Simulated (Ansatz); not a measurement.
**C3H5NSi: shape, modes and thermochemistry**

What shape does C3H5NSi take? The plan is to relax it, then compute its harmonic vibrations to see whether it is a minimum and to get the zero-point energy and entropy, and look at its orbitals and charge.

Computed with Ansatz 0.2.0, Gaussian basis. Level: RKS PBE0-D4/def2-TZVP.

Plan: relaxation at PBE-D4/def2-SVP; relaxation at PBE0-D4/def2-TZVP; harmonic vibrations at the same level; a single point in def2-TZVPP for the fields.

## (1) The system as given

10 atoms, charge 0, spin multiplicity 1.

Atoms are counted from 1 here; the program's logs count them from 0.

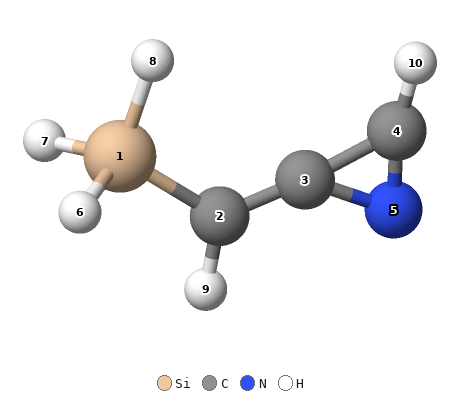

Start geometry, drawn with silicon light orange, carbon grey, nitrogen blue, hydrogen white; atoms are numbered from 1 in the order of the file.

As a file:

```xyz
10
charge 0, multiplicity 1
Si   -1.53840   -0.49240    0.23870
C     0.15010   -0.30300    0.71230
C     1.05180    0.24200   -0.04880
C     1.96390    0.85990   -0.99350
N     2.43280    0.46820    0.05940
H    -2.44980    0.29660    1.18680
H    -1.96470   -1.87160    0.20490
H    -1.74700    0.14750   -1.13330
H     0.41600   -0.67520    1.73100
H     1.76840    1.27690   -1.95460
```

The start is a force-field geometry with small random shifts, so a cheaper pass at PBE-D4/def2-SVP comes first.

## (2) Optimising with PBE-D4/def2-SVP (cheap first pass)

File in.yaml:

```yaml
crystal:
  periodic: [false, false, false]
  atoms:
    - {symbol: Si, position_ang: [-1.538400, -0.492400, 0.238700]}
    - {symbol: C, position_ang: [0.150100, -0.303000, 0.712300]}
    - {symbol: C, position_ang: [1.051800, 0.242000, -0.048800]}
    - {symbol: C, position_ang: [1.963900, 0.859900, -0.993500]}
    - {symbol: N, position_ang: [2.432800, 0.468200, 0.059400]}
    - {symbol: H, position_ang: [-2.449800, 0.296600, 1.186800]}
    - {symbol: H, position_ang: [-1.964700, -1.871600, 0.204900]}
    - {symbol: H, position_ang: [-1.747000, 0.147500, -1.133300]}
    - {symbol: H, position_ang: [0.416000, -0.675200, 1.731000]}
    - {symbol: H, position_ang: [1.768400, 1.276900, -1.954600]}
basis:
  gaussian: {orbitals: def2-SVP}
hamiltonian: {xc: pbe, dispersion: d4}
relax: {f_tol: 0.03, max_steps: 200}
```

Run with:

```sh
$ ansatz run in.yaml --threads 2 --pin off --events-out ev --progress --plain --max-ram 4352MiB
```

Output, cut to the lines that bear on the results:

```text
Functional definition: PBE
  name "PBE"
  cite "Perdew, Burke & Ernzerhof, Phys. Rev. Lett. 77, 3865 (1996) doi:10.1103/PhysRevLett.77.3865"
  parent pbe
[...]
1132 factors; their error is unknown
[...]
mean field -12539.83342280 eV, -460.8303784836 hartree, gradient 1.8e-5 eV, S^2 0.000000; 0 other end points of the search recorded, 0 dependent functions left out
[...]
reference -12539.83345776 eV, -460.8303797684 hartree; 22, 22 occupied and 77, 77 virtual orbitals, 1132 factors
relax step   1: F+E_penalty+E_count = -12540.04476198 eV  Δ(F+E_penalty+E_count) = +0.000e0 eV  max|allowed force component| = 5.461e0 eV/Å  Δτ_max = 0.0000 Å  (30 SCF iters, accepted)
[...]
relax step   3: F+E_penalty+E_count = -12540.90719526 eV  Δ(F+E_penalty+E_count) = -2.463e-1 eV  max|allowed force component| = 1.443e0 eV/Å  Δτ_max = 0.1838 Å  (39 SCF iters, accepted)
[...]
relax step   5: F+E_penalty+E_count = -12540.97708768 eV  Δ(F+E_penalty+E_count) = +7.692e-2 eV  max|allowed force component| = 1.337e0 eV/Å  Δτ_max = 0.2000 Å  (38 SCF iters, rejected (line search))
[...]
relax step   7: F+E_penalty+E_count = -12541.09714613 eV  Δ(F+E_penalty+E_count) = +1.858e-2 eV  max|allowed force component| = 4.001e-1 eV/Å  Δτ_max = 0.1000 Å  (30 SCF iters, rejected (line search))
[...]
relax step   8: F+E_penalty+E_count = -12541.12065630 eV  Δ(F+E_penalty+E_count) = -4.928e-3 eV  max|allowed force component| = 3.425e-2 eV/Å  Δτ_max = 0.0315 Å  (31 SCF iters, accepted)
[...]
relax step   9: F+E_penalty+E_count = -12541.12107451 eV  Δ(F+E_penalty+E_count) = -4.182e-4 eV  max|allowed force component| = 2.841e-2 eV/Å  Δτ_max = 0.0157 Å  (33 SCF iters, accepted)
1132 factors; their error is unknown
[...]
mean field -12540.91325377 eV, -460.8700615396 hartree, gradient 2.6e-5 eV, S^2 0.000000; 1 other end points of the search recorded, 0 dependent functions left out
[...]
reference -12540.91328884 eV, -460.8700628286 hartree; 22, 22 occupied and 77, 77 virtual orbitals, 1132 factors
Total energy: -12541.12110959 eV, -460.8777001001 hartree
Atom 0 at    -1.594120    -0.453341     0.231935 Å, force    -0.008927    -0.003063     0.004376 eV/Å
Atom 1 at     0.175742    -0.333093     0.811265 Å, force     0.003124     0.012067    -0.028405 eV/Å
Atom 2 at     1.135966     0.212791     0.053477 Å, force    -0.019039    -0.012193     0.022372 eV/Å
Atom 3 at     1.777061     0.834789    -1.025681 Å, force    -0.014923     0.002655    -0.012708 eV/Å
Atom 4 at     2.556899     0.555875    -0.029595 Å, force     0.025152    -0.000433     0.011385 eV/Å
Atom 5 at    -2.534339     0.278660     1.155960 Å, force    -0.000288     0.000653    -0.000290 eV/Å
Atom 6 at    -2.065978    -1.884077     0.166651 Å, force     0.001238    -0.000169     0.000432 eV/Å
Atom 7 at    -1.704260     0.151336    -1.143491 Å, force     0.010113     0.000547     0.002891 eV/Å
Atom 8 at     0.473672    -0.713946     1.803861 Å, force     0.002270    -0.003770     0.007898 eV/Å
Atom 9 at     1.862457     1.299906    -2.021482 Å, force     0.001280     0.003706    -0.007951 eV/Å
Dipole moment:     0.056177     0.167758    -0.347449 e Å
```

Run time: 18 s. Hardware: 2 threads of Arm Neoverse V1, shared host.

The steps of the relaxation: (the energy doesn't fall at every step)

| step | energy from step 1 (eV) | largest force component (eV/Å) |
| --- | --- | --- |
| 1 | 0.0000 | 5.4614 |
| 2 | -0.6162 | 3.4059 |
| 3 | -0.8624 | 1.4427 |
| 4 | -1.0092 | 1.1534 |
| 5 | -0.9323 | 1.3371 |
| 6 | -1.0710 | 0.1394 |
| 7 | -1.0524 | 0.4001 |
| 8 | -1.0759 | 0.0343 |
| 9 | -1.0763 | 0.0284 |

Distances of close pairs at the start and the end, largest changes first:

| bond | before (Å) | after (Å) | change (Å) |
| --- | --- | --- | --- |
| Si1–C2 | 1.764 | 1.866 | +0.102 |
| C4–N5 | 1.217 | 1.295 | +0.078 |
| Si1–H7 | 1.444 | 1.508 | +0.064 |
| C3–N5 | 1.404 | 1.464 | +0.061 |
| C3–C4 | 1.451 | 1.401 | -0.050 |
| C2–C3 | 1.300 | 1.340 | +0.040 |
| C4–H10 | 1.066 | 1.102 | +0.037 |
| Si1–H6 | 1.534 | 1.508 | -0.026 |

## (3) Geometry optimisation, PBE0-D4/def2-TZVP

File in.yaml:

```yaml
crystal:
  periodic: [false, false, false]
  atoms:
    - {symbol: Si, position_ang: [-1.594120, -0.453341, 0.231935]}
    - {symbol: C, position_ang: [0.175742, -0.333093, 0.811265]}
    - {symbol: C, position_ang: [1.135966, 0.212791, 0.053477]}
    - {symbol: C, position_ang: [1.777061, 0.834789, -1.025681]}
    - {symbol: N, position_ang: [2.556899, 0.555875, -0.029595]}
    - {symbol: H, position_ang: [-2.534339, 0.278660, 1.155960]}
    - {symbol: H, position_ang: [-2.065978, -1.884077, 0.166651]}
    - {symbol: H, position_ang: [-1.704260, 0.151336, -1.143491]}
    - {symbol: H, position_ang: [0.473672, -0.713946, 1.803861]}
    - {symbol: H, position_ang: [1.862457, 1.299906, -2.021482]}
basis:
  gaussian: {orbitals: def2-TZVP}
hamiltonian: {xc: pbe0, dispersion: d4}
relax: {f_tol: 0.005, max_steps: 150}
```

Same command.

Output, cut to the lines that bear on the results:

```text
Functional definition: PBE0
  name "PBE0"
  cite "Adamo & Barone, J. Chem. Phys. 110, 6158 (1999) doi:10.1063/1.478522"
  cite "Perdew, Burke & Ernzerhof, Phys. Rev. Lett. 77, 3865 (1996) doi:10.1103/PhysRevLett.77.3865"
  parent pbe
[...]
1183 factors; their error is unknown
[...]
mean field -12549.75026368 eV, -461.1948156640 hartree, gradient 2.3e-5 eV, S^2 0.000000; 0 other end points of the search recorded, 0 dependent functions left out
[...]
reference -12549.75029589 eV, -461.1948168475 hartree; 22, 22 occupied and 169, 169 virtual orbitals, 1183 factors
relax step   1: F+E_penalty+E_count = -12549.92608167 eV  Δ(F+E_penalty+E_count) = +0.000e0 eV  max|allowed force component| = 1.290e0 eV/Å  Δτ_max = 0.0000 Å  (31 SCF iters, accepted)
[...]
Atom 0 at    -1.568211    -0.445728     0.227620 Å, force    -0.002422     0.001079    -0.003978 eV/Å
Atom 1 at     0.177717    -0.333705     0.811544 Å, force     0.003500     0.000975    -0.000178 eV/Å
Atom 2 at     1.122663     0.206922     0.060680 Å, force    -0.001801    -0.001662     0.002534 eV/Å
Atom 3 at     1.742758     0.823516    -1.014062 Å, force    -0.002183     0.001182    -0.003249 eV/Å
Atom 4 at     2.515129     0.548628    -0.034986 Å, force    -0.003629     0.000499    -0.002833 eV/Å
Atom 5 at    -2.500949     0.282287     1.131612 Å, force    -0.000093     0.002336     0.001619 eV/Å
Atom 6 at    -2.038826    -1.856792     0.158861 Å, force     0.000734    -0.002454    -0.000249 eV/Å
Atom 7 at    -1.655749     0.153477    -1.132147 Å, force     0.001317    -0.000067     0.000212 eV/Å
Atom 8 at     0.473151    -0.709560     1.787523 Å, force     0.001566    -0.001142     0.002723 eV/Å
Atom 9 at     1.815417     1.279853    -1.993744 Å, force     0.003013    -0.000747     0.003400 eV/Å
Dipole moment:     0.059537     0.177734    -0.366661 e Å
```

Run time: 38 s. Hardware: 2 threads of Arm Neoverse V1, shared host.

The steps of the relaxation:

| step | energy from step 1 (eV) | largest force component (eV/Å) |
| --- | --- | --- |
| 1 | 0.0000 | 1.2903 |
| 2 | -0.0538 | 0.5519 |
| 3 | -0.0599 | 0.1119 |
| 4 | -0.0602 | 0.0555 |
| 5 | -0.0601 | 0.0607 |
| 6 | -0.0603 | 0.0064 |
| 7 | -0.0604 | 0.0040 |

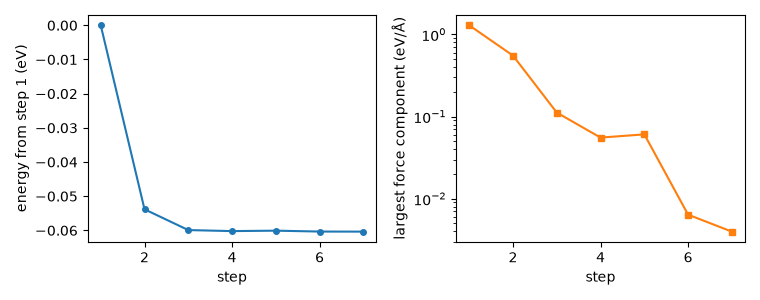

Energy and largest force along the relaxation.

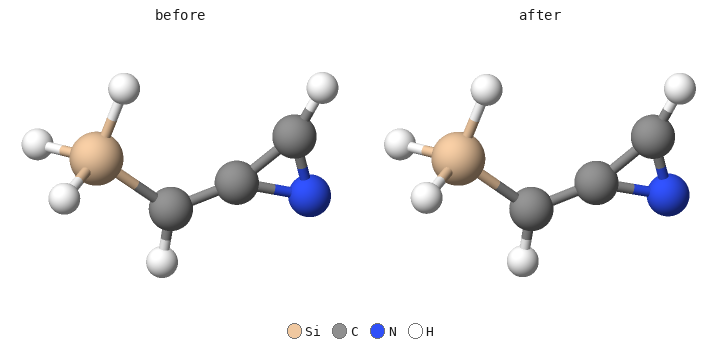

The geometry before (left) and after (right).

Close pairs (by a distance rule), those that changed most:

| bond | before (Å) | after (Å) | change (Å) |
| --- | --- | --- | --- |
| C3–N5 | 1.464 | 1.437 | -0.027 |
| Si1–C2 | 1.866 | 1.844 | -0.022 |
| C4–H10 | 1.102 | 1.083 | -0.019 |
| Si1–H7 | 1.508 | 1.489 | -0.019 |
| Si1–H6 | 1.508 | 1.489 | -0.019 |
| C4–N5 | 1.295 | 1.277 | -0.018 |
| Si1–H8 | 1.507 | 1.489 | -0.018 |
| C2–H9 | 1.104 | 1.087 | -0.017 |

Mulliken charges of the relaxed molecule (report file):

| atom | value (e) |
| --- | --- |
| Si1 | 0.18 |
| C2 | -0.28 |
| C3 | 0.06 |
| C4 | -0.01 |
| N5 | -0.15 |
| H6 | -0.03 |
| H7 | -0.03 |
| H8 | -0.04 |
| H9 | 0.13 |
| H10 | 0.17 |

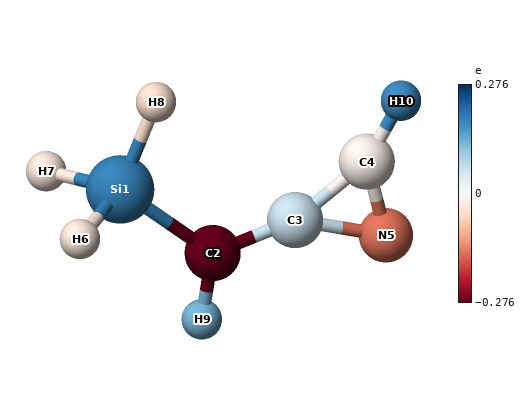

Mulliken charges of the relaxed molecule (report file), as colours on the atoms.

## (4) Vibrations by finite differences

File in.yaml:

```yaml
crystal:
  periodic: [false, false, false]
  atoms:
    - {symbol: Si, position_ang: [-1.568211, -0.445728, 0.227620]}
    - {symbol: C, position_ang: [0.177717, -0.333705, 0.811544]}
    - {symbol: C, position_ang: [1.122663, 0.206922, 0.060680]}
    - {symbol: C, position_ang: [1.742758, 0.823516, -1.014062]}
    - {symbol: N, position_ang: [2.515129, 0.548628, -0.034986]}
    - {symbol: H, position_ang: [-2.500949, 0.282287, 1.131612]}
    - {symbol: H, position_ang: [-2.038826, -1.856792, 0.158861]}
    - {symbol: H, position_ang: [-1.655749, 0.153477, -1.132147]}
    - {symbol: H, position_ang: [0.473151, -0.709560, 1.787523]}
    - {symbol: H, position_ang: [1.815417, 1.279853, -1.993744]}
basis:
  gaussian: {orbitals: def2-TZVP}
hamiltonian: {xc: pbe0, dispersion: d4}
phonons: {temperatures: {t_min: 298.15, t_max: 900, t_step: 200}}
```

The command is unchanged.

Output, cut to the lines that bear on the results:

```text
Functional definition: PBE0
  name "PBE0"
  cite "Adamo & Barone, J. Chem. Phys. 110, 6158 (1999) doi:10.1063/1.478522"
  cite "Perdew, Burke & Ernzerhof, Phys. Rev. Lett. 77, 3865 (1996) doi:10.1103/PhysRevLett.77.3865"
  parent pbe
[...]
1183 factors; their error is unknown
[...]
mean field -12549.80842325 eV, -461.1969529886 hartree, gradient 2.2e-5 eV, S^2 0.000000; 0 other end points of the search recorded, 0 dependent functions left out
[...]
reference -12549.80845518 eV, -461.1969541622 hartree; 22, 22 occupied and 169, 169 virtual orbitals, 1183 factors
[...]
1183 factors; their error is unknown
mean field -12549.80827234 eV, -461.1969474429 hartree, gradient 3.5e-6 eV, S^2 0.000000; 0 other end points of the search recorded, 0 dependent functions left out
[...]
reference -12549.80830427 eV, -461.1969486163 hartree; 22, 22 occupied and 169, 169 virtual orbitals, 1183 factors
[...]
Atom 2 at     1.122663     0.206922     0.060680 Å, force    -0.001821    -0.001664     0.002531 eV/Å
Atom 3 at     1.742758     0.823516    -1.014062 Å, force    -0.002211     0.001187    -0.003270 eV/Å
Atom 4 at     2.515129     0.548628    -0.034986 Å, force    -0.003596     0.000495    -0.002807 eV/Å
Atom 5 at    -2.500949     0.282287     1.131612 Å, force    -0.000099     0.002339     0.001622 eV/Å
Atom 6 at    -2.038826    -1.856792     0.158861 Å, force     0.000735    -0.002449    -0.000249 eV/Å
Atom 7 at    -1.655749     0.153477    -1.132147 Å, force     0.001315    -0.000064     0.000207 eV/Å
Atom 8 at     0.473151    -0.709560     1.787523 Å, force     0.001566    -0.001144     0.002731 eV/Å
Atom 9 at     1.815417     1.279853    -1.993744 Å, force     0.003015    -0.000748     0.003401 eV/Å
Dipole moment:     0.059537     0.177735    -0.366661 e Å
Vibrations: 109.50 144.68 198.82 409.54 458.81 593.72 655.24 785.83 805.67 868.93 871.67 924.38 934.87 952.44 963.68 1142.39 1294.36 1612.32 1890.31 2207.67 2213.67 2217.35 3165.88 3228.29 cm⁻¹, zero-point energy 1.776076 eV
```

It took 3.7 min on 2 threads of Arm Neoverse V1, shared host.

Motions are named by where the mode's potential energy lies. The modes, unscaled (a negative number is an imaginary wavenumber):

| mode | cm⁻¹ | motion |
| --- | --- | --- |
| 1 | 109 | torsion |
| 2 | 145 | bend |
| 3 | 199 | torsion |
| 4 | 410 | bend |
| 5 | 459 | torsion |
| 6 | 594 | bend with Si–C stretch |
| 7 | 655 | bend |
| 8 | 786 | bend with Si–C stretch |
| 9 | 806 | torsion |
| 10 | 869 | bend |
| 11 | 872 | out-of-plane bend |
| 12 | 924 | bend |
| 13 | 935 | bend with torsion |
| 14 | 952 | bend |
| 15 | 964 | bend with torsion |
| 16 | 1142 | bend |
| 17 | 1294 | bend |
| 18 | 1612 | C–N stretch with bend |
| 19 | 1890 | C–C stretch |
| 20 | 2208 | Si–H stretch |
| 21 | 2214 | Si–H stretch |
| 22 | 2217 | Si–H stretch |
| 23 | 3166 | C–H stretch |
| 24 | 3228 | C–H stretch |

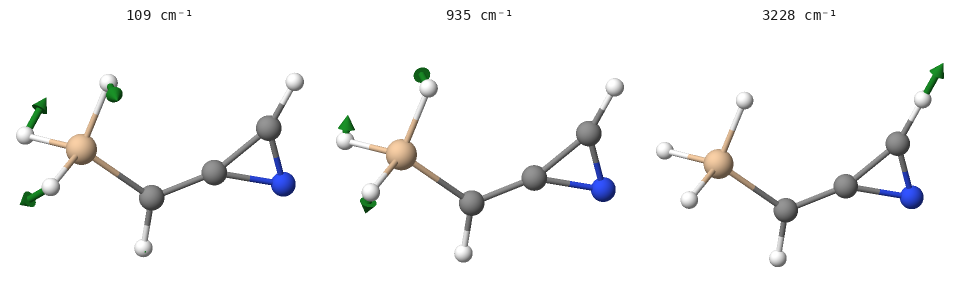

Displacements of 3 modes, as arrows.

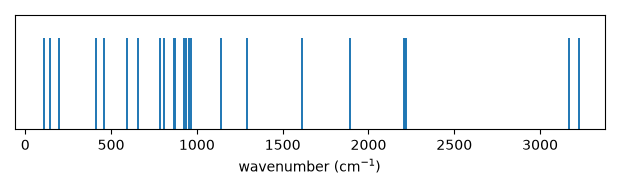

The harmonic wavenumbers as sticks (no intensities were computed).

From these modes and the moments of inertia (298.15 K, 1 bar, symmetry number 1):

| term | value |
| --- | --- |
| zero-point energy | 41.0 kcal/mol |
| H(298) − E | 45.4 kcal/mol |
| entropy, translation | 164.0 J/(mol K) |
| entropy, rotation | 109.1 J/(mol K) |
| entropy, vibration | 50.1 J/(mol K) |
| entropy, total | 323.2 J/(mol K) |

## (5) Fields at the relaxed geometry

Changes to in.yaml since step 4:

```diff
@@ -14,4 +14,4 @@
 basis:
-  gaussian: {orbitals: def2-TZVP}
+  gaussian: {orbitals: def2-TZVPP}
 hamiltonian: {xc: pbe0, dispersion: d4}
-phonons: {temperatures: {t_min: 298.15, t_max: 900, t_step: 200}}
+output: {orbitals: {seedname: orbitals}}
```

Same command.

Output:

```text
Functional definition: PBE0
  name "PBE0"
  cite "Adamo & Barone, J. Chem. Phys. 110, 6158 (1999) doi:10.1063/1.478522"
  cite "Perdew, Burke & Ernzerhof, Phys. Rev. Lett. 77, 3865 (1996) doi:10.1103/PhysRevLett.77.3865"
  parent pbe
  parameter a = 0.25
  parameter kappa = 0.804
  parameter beta = 0.06672455060314922
  exchange = (1 - a)*pbe_x(kappa = kappa, mu = beta*pi^2/3) + a*exact_x
  correlation = pbe_c(beta = beta)
1281 factors; their error is unknown
mean field evaluation 1: about -12543.9550 eV, gradient 5.0e1 eV
mean field evaluation 2: about -12541.4697 eV, gradient 5.7e1 eV
mean field evaluation 4: about -12549.7692 eV, gradient 4.9e0 eV
mean field evaluation 8: about -12549.8184 eV, gradient 3.3e-1 eV
mean field evaluation 16: about -12549.8409 eV, gradient 7.2e-4 eV
mean field -12549.84085126 eV, -461.1981446961 hartree, gradient 3.2e-5 eV, S^2 0.000000; 0 other end points of the search recorded, 0 dependent functions left out
reference -12549.84088294 eV, -461.1981458604 hartree; 22, 22 occupied and 214, 214 virtual orbitals, 1281 factors
Total energy: -12550.01890571 eV, -461.2046880764 hartree
```

Run time: 4.3 s. Hardware: 2 threads of Arm Neoverse V1, shared host.

The fields below are evaluated on a grid from the run's orbitals.

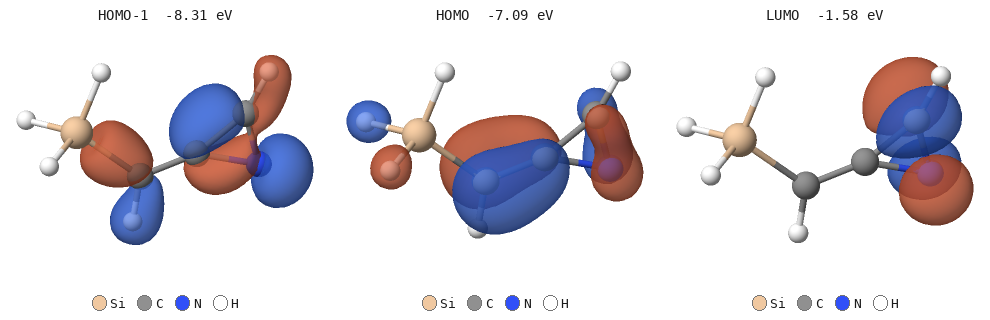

PBE0-D4/def2-TZVPP orbitals near the gap, drawn at the value that encloses 70 % of each; the two colours are the two signs.

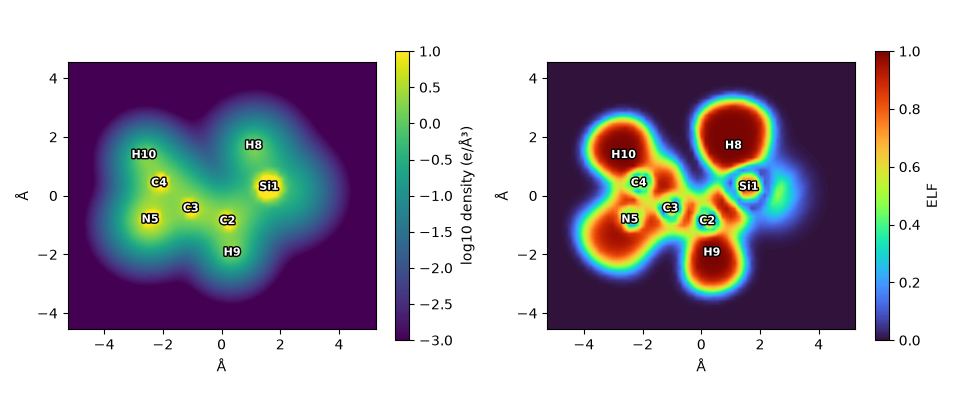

Density (left) and ELF (right) in a plane through or near 8 of the atoms.

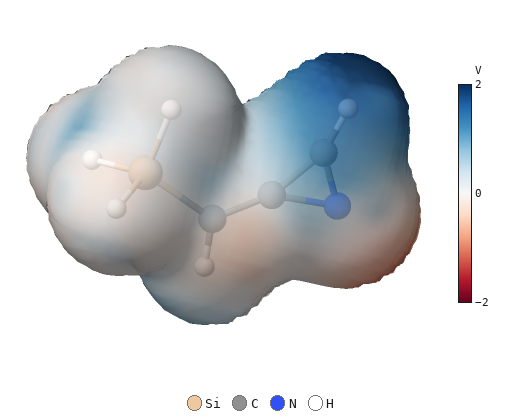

The potential that a unit positive charge feels on the 0.002 e/bohr³ surface, from the 1st to the 99th percentile, from -1.12 V near N5 to 2.00 V near H10.

## (6) Summary of results

```
                  quantity            value
               point group               Cs
                     steps            9 + 7
shift from the start (rms)          0.118 Å
              total energy   -12549.9865 eV
           dispersion term         -178 meV
             dipole moment           1.98 D
lowest, highest wavenumber   109, 3228 cm⁻¹
         zero-point energy    41.0 kcal/mol
       entropy at 298.15 K  323.2 J/(mol K)
                HOMO, LUMO  -7.09, -1.58 eV
```

What this shows: The atoms moved 0.12 Å (rms) from the start; the bond that changed most is Si1–C2, from 1.764 to 1.844 Å. No mode is imaginary: a true minimum at this level. The stiffest mode, 3228 cm⁻¹, is a C–H stretch, and 3 modes under 200 cm⁻¹ make the vibrational entropy uncertain. Harmonic hybrid wavenumbers usually lie a few per cent above measured fundamentals. The largest Mulliken charge, -0.28 e, sits on C2. The HOMO lies mostly on C2 42 %; C3 22 % and the LUMO on N5 43 %; C4 38 %.
